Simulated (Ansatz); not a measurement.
# What LiMgBr3 (model cell, started as cubic perovskite with Mg in the octahedra) distorts into, part 2 of 3

Wanted: the energy along a soft mode of LiMgBr3 (model cell, started as cubic perovskite with Mg in the octahedra) and the structure at the end.

Ansatz 0.2.0; DFT PBEsol, scalar-relativistic, plane waves, PAW; PAW set soft_1.

So far, highest frequency on the path or at a solved wavevector (cm⁻¹): step 2 (the dispersion) 308. Also lowest frequency on the path (cm⁻¹): step 2 -176.

The structure was built from a prototype and need not be the compound's stable phase.

## Step 5: Energy along the mode, all amplitudes (two of the runs are shown above)

An imaginary frequency means negative curvature, so the energy should fall and then rise again as anharmonic terms take over.

Numbers from this step:

| Property | Result |
| --- | --- |
| depth at the lowest point sampled | 25.90 meV/atom |
| largest atomic shift at that point | 0.6 Å |

The energy from the parent by largest atomic shift:

| largest atomic shift (Å) | energy from the parent (meV/atom) |
| --- | --- |
| 0.000 | 0 |
| 0.040 | -0.129 |
| 0.080 | -0.514 |
| 0.140 | -1.57 |
| 0.220 | -3.84 |
| 0.320 | -7.99 |
| 0.450 | -15.3 |
| 0.600 | -25.9 |

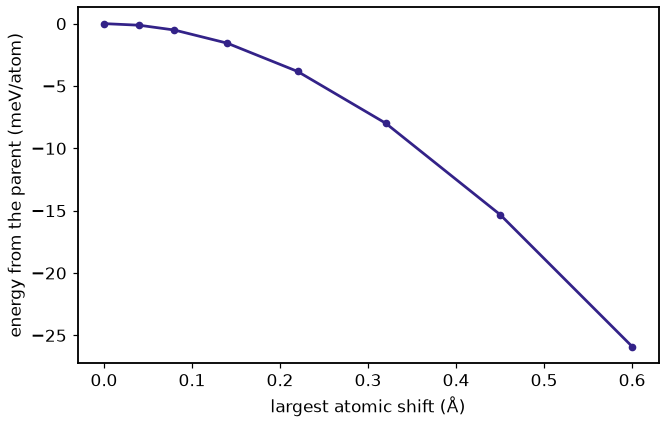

Energy from the parent against largest atomic shift.

Displacement at unit largest shift by atom:

```
atom  x (Å)  y (Å)  z (Å)  size
 Li1   0.00   1.00   0.00  1.00
 Li2   0.00  -1.00   0.00  1.00
 Mg3   0.00   0.00   0.00  0.00
 Mg4   0.00   0.00   0.00  0.00
 Br5  -0.05   0.00   0.00  0.05
 Br6   0.05   0.00   0.00  0.05
 Br7   0.00   0.00   0.00  0.00
 Br8   0.00   0.00   0.00  0.00
 Br9   0.00   0.00  -0.05  0.05
Br10   0.00   0.00   0.05  0.05
```

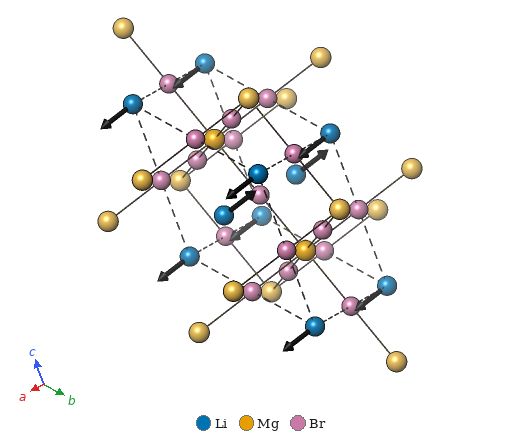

Displacement at unit largest shift as arrows, the longest 1 Å. Some periodic images of atoms are drawn too.

The lowest of the steps tried is the last one, at 0.6 Å, 25.9 meV/atom below the parent; the bottom of the well need not coincide with a step.

## Step 6: Relaxing from the distorted cell

Starting from the lowest point found, all atoms and the cell are let go, so that strain and other modes of the same symmetry can join in.

The input, input.yaml:

```yaml
crystal:
  lattice:
    - [5.2123358958, 5.2123358958, 0.0]
    - [5.2123358958, 0.0, 5.2123358958]
    - [5.2123358958, 0.0, -5.2123358958]
  atoms:
    - { symbol: Li, position: [0.1151115377, -0.0575557689, -0.0575557689] }
    - { symbol: Li, position: [-0.1151115377, 0.5575557689, 0.5575557689] }
    - { symbol: Mg, position: [0.5, 0.25, 0.75] }
    - { symbol: Mg, position: [0.5, 0.75, 0.25] }
    - { symbol: Br, position: [0.5, -0.0028475377, -0.0028475377] }
    - { symbol: Br, position: [0.5, 0.5028475377, 0.5028475377] }
    - { symbol: Br, position: [0.0, 0.5, 0.0] }
    - { symbol: Br, position: [0.0, 0.0, 0.5] }
    - { symbol: Br, position: [0.5, -0.0028475377, 0.5028475377] }
    - { symbol: Br, position: [0.5, 0.5028475377, -0.0028475377] }
kpoints:
  mp_grid: { grid: [4, 4, 4] }
hamiltonian:
  xc: pbesol
  pseudopotentials: { kind: paw, azcp: { folder: soft_1 }, xc_functional: pbe }
scf:
  occupations: { method: fixed }
output:
  forces: true
  stress: true
  eigenvalues: true
relax:
  adjacent_minimum: "off"
  f_tol: 0.002
  max_steps: 120
  cell: { stress_tol: 0.03 }
```

The run is started by

```
> ansatz run input.yaml --threads 8 --pin off --max-ram 16384MiB --backend cpu --events-out ev --progress --plain --runs-dir out
```

Numbers of over 12 decimals in the logs are rounded to 6 here.

The program printed:

```text
[...]
Crystal: 10 atoms, lattice volume = 283.222 Å³
Basis set: ecut = 420 eV, 5577 PW (Γ), exchange–correlation on 100×100×100 points (8 copies of the dense FFT grid, shifted against one another)
Bands: 44, of which v1, the nominal top of the filled ones, is band 34 counted from 1 (33 counted from 0)
Symmetry: 16 space group operations
[...]
k-points: 13 of 64
[...]
SCF iter   1: F=—  HF=-20662.578717 eV  |F-HF|=—  |Δ(HF+E_count)|=         —  Δρ=3.55e-2  dr2=2.83e0  ethr=3.10e-3  ⟨swp⟩=4.6  Hψ=2178  notcnv=0  defer=88
[...]
SCF iter   8: F=-20661.660473 eV  HF=-20661.660473 eV  |F-HF|=3.93e-8  |Δ(HF+E_count)|=   7.54e-7  Δρ=1.92e-6  dr2=1.87e-8  ethr=1.47e-10  ⟨swp⟩=14.8  Hψ=3531  notcnv=0
SCF 1 converged in 8 iterations: F = -20661.660473 eV  dr2 = 1.87e-8
[...]
relax step   1: F+E_penalty+E_count = -20661.66047324 eV  Δ(F+E_penalty+E_count) = +0.000e0 eV  max|allowed force component| = 3.567e-1 eV/Å  Δτ_max = 0.0000 Å  P = +0.086 GPa  Ω = 283.222 Å³  (8 SCF iters, dr2 threshold 1.00e-7 eV, accepted)
Crystal: 10 atoms, lattice volume = 286.611 Å³
Basis set: ecut = 420 eV, 5609 PW (Γ), exchange–correlation on 100×100×100 points (8 copies of the dense FFT grid, shifted against one another)
[...]
iter 1 solved again at ethr=9.83e-5 eV; its pass at ethr=3.10e-3 eV (dr2=6.69e-2 eV) is discarded
[...]
SCF iter   5: F=-20661.895820 eV  HF=-20661.895820 eV  |F-HF|=2.14e-7  |Δ(HF+E_count)|=   2.57e-5  Δρ=1.37e-5  dr2=8.80e-7  ethr=1.47e-9  ⟨swp⟩=12.5  Hψ=3895  notcnv=0
SCF 2 converged in 5 iterations: F = -20661.895820 eV  dr2 = 8.80e-7
relax step   2: F+E_penalty+E_count = -20661.89582033 eV  Δ(F+E_penalty+E_count) = -2.353e-1 eV  max|allowed force component| = 4.452e-1 eV/Å  Δτ_max = 0.1946 Å  P = -0.003 GPa  Ω = 286.611 Å³  energy of the carried Pulay correction = -1.920e-4 eV  (5 SCF iters, dr2 threshold 1.00e-6 eV, accepted)
Crystal: 10 atoms, lattice volume = 288.503 Å³
Basis set: ecut = 420 eV, 5657 PW (Γ), exchange–correlation on 100×100×100 points (8 copies of the dense FFT grid, shifted against one another)
[...]
SCF iter   5: F=-20662.073717 eV  HF=-20662.073717 eV  |F-HF|=2.59e-7  |Δ(HF+E_count)|=   1.71e-5  Δρ=1.23e-5  dr2=6.96e-7  ethr=1.47e-9  ⟨swp⟩=14.4  Hψ=3563  notcnv=0
SCF 3 converged in 5 iterations: F = -20662.073717 eV  dr2 = 6.96e-7
relax step   3: F+E_penalty+E_count = -20662.07371721 eV  Δ(F+E_penalty+E_count) = -1.779e-1 eV  max|allowed force component| = 3.745e-1 eV/Å  Δτ_max = 0.1953 Å  P = +0.113 GPa  Ω = 288.503 Å³  energy of the carried Pulay correction = -2.982e-4 eV  (5 SCF iters, dr2 threshold 1.00e-6 eV, accepted)
[...]
relax step   4: F+E_penalty+E_count = -20662.18653791 eV  Δ(F+E_penalty+E_count) = -1.128e-1 eV  max|allowed force component| = 1.318e-1 eV/Å  Δτ_max = 0.1988 Å  P = +0.160 GPa  Ω = 291.143 Å³  energy of the carried Pulay correction = -4.452e-4 eV  (5 SCF iters, dr2 threshold 1.00e-6 eV, accepted)
[...]
relax step   5: F+E_penalty+E_count = -20662.19397360 eV  Δ(F+E_penalty+E_count) = -7.436e-3 eV  max|allowed force component| = 1.080e-1 eV/Å  Δτ_max = 0.1166 Å  P = -0.003 GPa  Ω = 295.437 Å³  energy of the carried Pulay correction = -6.815e-4 eV  (5 SCF iters, dr2 threshold 1.00e-6 eV, accepted)
[...]
relax step   6: F+E_penalty+E_count = -20662.19872637 eV  Δ(F+E_penalty+E_count) = -4.753e-3 eV  max|allowed force component| = 7.531e-3 eV/Å  Δτ_max = 0.0440 Å  P = +0.032 GPa  Ω = 294.267 Å³  energy of the carried Pulay correction = -6.174e-4 eV  (5 SCF iters, dr2 threshold 7.29e-7 eV, accepted)
[...]
relax step   7: F+E_penalty+E_count = -20662.19893242 eV  Δ(F+E_penalty+E_count) = -2.061e-4 eV  max|allowed force component| = 9.448e-4 eV/Å  Δτ_max = 0.0020 Å  P = +0.004 GPa  Ω = 294.435 Å³  energy of the carried Pulay correction = -6.266e-4 eV  (5 SCF iters, dr2 threshold 2.66e-8 eV, accepted)
Basis set: ecut = 420 eV, 5785 PW (Γ), exchange–correlation on 100×108×108 points (8 copies of the dense FFT grid, shifted against one another)
[...]
SCF iter   7: F=-20662.199568 eV  HF=-20662.199568 eV  |F-HF|=7.28e-11  |Δ(HF+E_count)|=  4.58e-10  Δρ=3.00e-8  dr2=9.04e-12  ethr=1.00e-12  ⟨swp⟩=4.3  Hψ=1811  notcnv=0
SCF 8 converged in 7 iterations: F = -20662.199568 eV  dr2 = 9.04e-12
relax step   8: F+E_penalty+E_count = -20662.19956835 eV  Δ(F+E_penalty+E_count) = -6.359e-4 eV  max|allowed force component| = 9.455e-4 eV/Å  Δτ_max = 0.0000 Å  P = +0.004 GPa  Ω = 294.435 Å³  stress off target by 4.68e-3 GPa  SCF on the basis re-selected at this cell (its energy is not comparable with the rows above)  (7 SCF iters)
basis re-selected at this cell: Δ(F+E_penalty+E_count) = -6.359e-4 eV, ΔP = +0.000 GPa vs the last step (what re-selecting the basis moved, of the pressure what is left beyond the Pulay correction that the steps carried, after the strain that the cell walked since its last selection, with what the two solves' SCF thresholds leave and, on support functions, any second-order correction that the steps lacked; it is no measure of the basis error at this ecutwfc). The dense FFT grid was sized anew with the basis: this SCF ran on 50×54×54 points, the steps before it on 50×50×50, so part of this shift can come from that change (see relax.cell in the input reference). [rest of the remark cut]
SCF converged after 7 iterations
Free energy (F): -20662.199568 eV
[...]
Internal energy: -20662.199568 eV  (E = F + TS)
E sigma→0 (E₀):  -20662.199568 eV
Fermi energy:    1.454613 eV
[...]
--- Forces (eV/Å), atoms counted from 1 ---
  atom   1  Li     0.00000000    -0.00026628     0.00000000
  atom   2  Li     0.00000000     0.00026628     0.00000000
  atom   3  Mg     0.00000000     0.00000000     0.00000000
  atom   4  Mg     0.00000000    -0.00000000    -0.00000000
  atom   5  Br    -0.00094545    -0.00000000     0.00000000
  atom   6  Br     0.00094545     0.00000000    -0.00000000
  atom   7  Br    -0.00000000     0.00000000    -0.00000000
  atom   8  Br    -0.00000000    -0.00000000     0.00000000
  atom   9  Br     0.00000000     0.00000000    -0.00094545
  atom  10  Br     0.00000000    -0.00000000     0.00094545
  max |Σ_I F_I| component: 3.47e-18 eV/Å
--- Stress (GPa, compression-positive) ---
        0.004137      -0.000000       0.000000
       -0.000000       0.004684       0.000000
        0.000000       0.000000       0.004137
  P = ⅓ Tr σ = 0.0043 GPa (0.043 kbar)
--- Band table (eV; the first three rows and the last of 13) ---
  k-point 0: bands = [... 30 lower, 1.0178, 1.0199, 1.4515, 1.4515, 4.0965, 5.4084, 6.1430, 7.0643, ... 6 higher]
  k-point 1: bands = [... 30 lower, 0.9292, 0.9805, 1.2531, 1.3108, 4.8066, 5.8390, 6.3997, 6.8676, ... 6 higher]
  k-point 2: bands = [... 30 lower, 0.9964, 1.0403, 1.0527, 1.1036, 5.7959, 6.2666, 6.6763, 6.7247, ... 6 higher]
  k-point 12: bands = [... 30 lower, 0.4276, 0.4825, 0.4825, 1.0117, 6.3125, 6.4112, 7.1076, 7.3841, ... 6 higher]
--- Relaxed structure (7 steps of the walk, 7 accepted, 1 SCFs on fresh bases) ---
  F+E_penalty+E_count = -20662.19956835 eV   max|allowed force component| = 9.455e-4 eV/Å   (the final SCF, on the basis selected at the relaxed cell)
  cell:  # Å, volume = 294.4349 Å³
    - [5.294012, 5.252781, 0.0]
    - [5.294012, 0.0, 5.294012]
    - [5.294012, 0.0, -5.294012]
  atoms:
    - { symbol: Li, position: [0.241608, -0.120804, -0.120804] }
    - { symbol: Li, position: [-0.241608, 0.620804, 0.620804] }
    - { symbol: Mg, position: [0.500000, 0.250000, 0.750000] }
    - { symbol: Mg, position: [0.500000, 0.75, 0.250000] }
    - { symbol: Br, position: [0.500000, -0.020688, -0.020688] }
    - { symbol: Br, position: [0.500000, 0.520688, 0.520688] }
    - { symbol: Br, position: [-3.194986988999749e-18, 0.500000, 0.0] }
    - { symbol: Br, position: [-3.194986988999749e-18, 0.0, 0.500000] }
    - { symbol: Br, position: [0.500000, -0.020688, 0.520688] }
    - { symbol: Br, position: [0.500000, 0.520688, -0.020688] }
```

Wall time 10 s (8 threads of Arm Neoverse V2, shared host); peak memory 0.99 GiB.

Step by step:

```csv
step,energy less that of the first step (eV),largest force component (eV/Å),pressure (GPa),volume (Å³)
1,0.0000,0.3567,0.09,283.22
2,-0.2353,0.4452,0.00,286.61
3,-0.4132,0.3745,0.11,288.50
4,-0.5261,0.1318,0.16,291.14
5,-0.5335,0.1080,0.00,295.44
6,-0.5383,0.0075,0.03,294.27
7,-0.5385,0.0009,0.00,294.43
8*,-0.5391,0.0009,0.00,294.43
```

Relaxation steps marked * repeat the geometry before them on a plane-wave basis chosen anew for their cell, so energy and pressure can jump there.

Forces are held to the 16 operations that the run works with; a distortion that breaks them can't arise in this run.

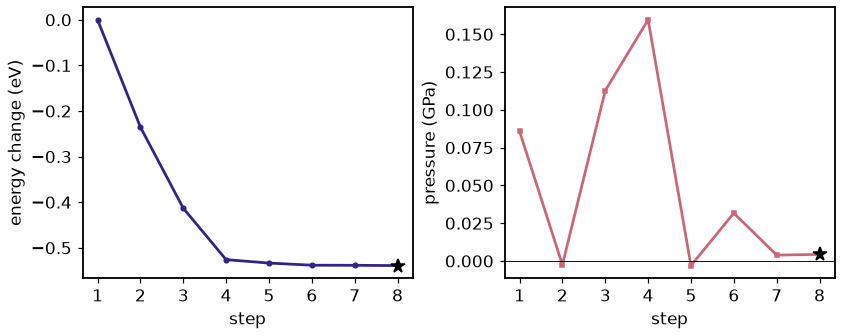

Energy and pressure along the relaxation. Stars mark steps on a basis chosen anew.

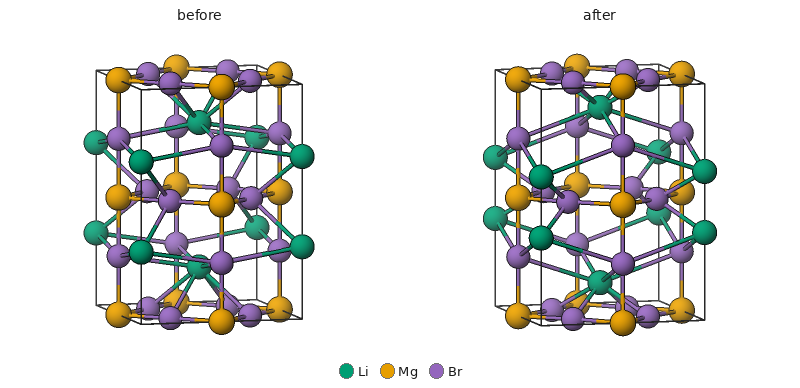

The structure before and after the relaxation, drawn at the same scale.

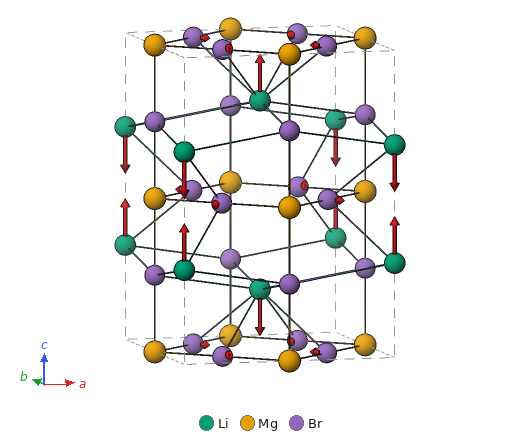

Displacements in the relaxation, exaggerated, measured against the changing cell; the longest in the cell stands for 0.66 Å. Some periodic images of atoms are drawn too.

| conventional cell, symmetrised | before | after | change |
| --- | --- | --- | --- |
| a (Å) | 7.371 | 7.487 | +1.6 % |
| b (Å) | 7.371 | 7.487 | +1.6 % |
| c (Å) | 10.425 | 10.506 | +0.8 % |
| volume (Å³/atom) | 28.32 | 29.44 | +4.0 % |

The atoms that moved most (Å, as changes of fractional coordinates times the final cell):

```csv
atom,dx,dy,dz,length
Li1,0.000,0.664,0.000,0.664
Li2,0.000,-0.664,0.000,0.664
Br6,0.189,0.000,0.000,0.189
Br10,0.000,0.000,0.189,0.189
Br9,0.000,0.000,-0.189,0.189
Br5,-0.189,0.000,0.000,0.189
```

This step gave:

```
pressure          : 0.004319 GPa
gap on the k-mesh : 2.642 eV
volume per atom   : 29.44 Å³
```

The distorted start has space group I4/mmm; the relaxation ends in I4/mmm.

## Step 7: The new phase in its own primitive cell

The relaxed structure is symmetrised, reduced to its primitive cell and relaxed tightly, as its phonons need.

input.yaml, the sections that differ from step 6:

```yaml
crystal:
  lattice:
    - [-3.7434320614, 3.7434320614, 5.252781399]
    - [3.7434320614, -3.7434320614, 5.252781399]
    - [3.7434320614, 3.7434320614, -5.252781399]
  atoms:
    - { symbol: Li, position: [0.6291958869, 0.6291958869, 0.0] }
    - { symbol: Li, position: [0.3708041131, 0.3708041131, 0.0] }
    - { symbol: Mg, position: [0.5, 0.0, 0.5] }
    - { symbol: Mg, position: [0.0, 0.5, 0.5] }
    - { symbol: Br, position: [0.7293119332, 0.2706880668, 0.0] }
    - { symbol: Br, position: [0.2706880668, 0.7293119332, 0.0] }
    - { symbol: Br, position: [0.75, 0.25, 0.5] }
    - { symbol: Br, position: [0.25, 0.75, 0.5] }
    - { symbol: Br, position: [0.2706880668, 0.2706880668, 0.5413761336] }
    - { symbol: Br, position: [0.7293119332, 0.7293119332, 0.4586238664] }
relax:
  adjacent_minimum: "off"
  f_tol: 0.001
  max_steps: 60
  cell: { stress_tol: 0.01 }
# kpoints, hamiltonian, scf, output: as in step 6
```

The program printed:

```text
[...]
Crystal: 10 atoms, lattice volume = 294.435 Å³
Basis set: ecut = 420 eV, 5785 PW (Γ), exchange–correlation on 100×100×100 points (8 copies of the dense FFT grid, shifted against one another)
Bands: 44, of which v1, the nominal top of the filled ones, is band 34 counted from 1 (33 counted from 0)
Symmetry: 16 space group operations
[...]
k-points: 13 of 64
[...]
- { symbol: Mg, position: [0.500000, 0.0, 0.500000] }
    - { symbol: Mg, position: [0.0, 0.500000, 0.500000] }
    - { symbol: Br, position: [0.7293119332, 0.2706880668, 0.0] }
    - { symbol: Br, position: [0.2706880668, 0.7293119332, 0.0] }
    - { symbol: Br, position: [0.750000, 0.25, 0.500000] }
    - { symbol: Br, position: [0.25, 0.750000, 0.500000] }
    - { symbol: Br, position: [0.2706880668, 0.2706880668, 0.5413761336] }
    - { symbol: Br, position: [0.729312, 0.729312, 0.458624] }
[key lines of the parts left out:]
SCF converged after 6 iterations
Free energy (F): -20662.199568 eV
Fermi energy:    1.454614 eV
P = ⅓ Tr σ = 0.0043 GPa (0.043 kbar)
```

Elapsed: 2.9 s, on 8 threads; peak memory 0.96 GiB; 21 s of CPU time.

Little changed from the start: no atom moved by 0.005 Å and no cell edge by 0.1 %.

This step gave:

```yaml
pressure: 0.004320 GPa
direct_gap_on_mesh: 2.645 eV
```

The largest force component left is 0.67 meV/Å and the pressure is 0.004 GPa, within the tolerances set. The cell now holds 29.44 Å³/atom.

(Part 2 of 3 ends here.)

[Logs are printed without paths, hosts, clocks, repeated set-up lines and the standing remarks that a program may print on its own settings, such as how far it seeks lower states.]

[Hosts, paths, dates, database ids (printed as entryN), source tags and the programs' standing remarks are cut or masked in the printed files.]
